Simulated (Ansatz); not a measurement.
Input

```
crystal:
  periodic: [false, false, false]
  atoms:
    - { symbol: "N", position_ang: [-0.98056, 1.81719, -0.28762] }
    - { symbol: In, position_ang: [-0.01357, 0.02934, 0.00547] }
    - { symbol: S, position_ang: [2.4107, -0.07091, -0.08986] }
    - { symbol: S, position_ang: [-1.24135, -1.91106, 0.79888] }
    - { symbol: H, position_ang: [-1.94827, 1.70022, -0.57282] }
    - { symbol: H, position_ang: [-0.52794, 2.40287, -0.98345] }
    - { symbol: H, position_ang: [2.43078, -1.39609, 0.01499] }
    - { symbol: H, position_ang: [-0.12978, -2.57156, 1.1144] }
basis:
  gaussian: { orbitals: def2-SVP }
hamiltonian:
  xc: cam_b3lyp
  dispersion: d4
relax:
  f_tol: 0.015
  max_steps: 40
output:
  orbitals: {}
```

Run with:

```sh
ansatz run input.yaml --threads 2 --pin off --max-ram 3072MiB --backend cpu --events-out ev --progress --plain --runs-dir out
```

The fields are those of the run's last geometry, not of the input's.

Core potentials replace the inner electrons of In.

The calculation used RKS CAM-B3LYP-D4/def2-SVP in Ansatz 0.2.0.

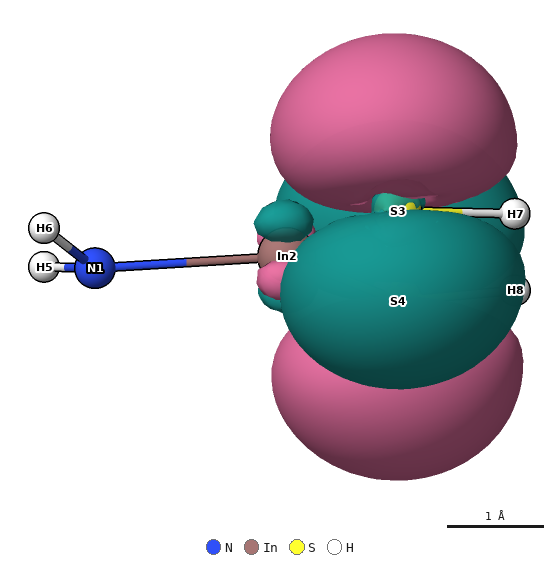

H4InNS2 (SMILES [NH2][In]([SH])[SH]). The HOMO−1 at ±0.08 Å⁻³ᐟ² (teal and pink are the two phases), seen from one side.

Describe this orbital and give its energy.

Answer. It lies mainly on S4 (about 45 %), S3 (about 45 %) and In2 (about 5 %); largely a combination of lone pairs on S4 and S3. Its energy is −8.46 eV.
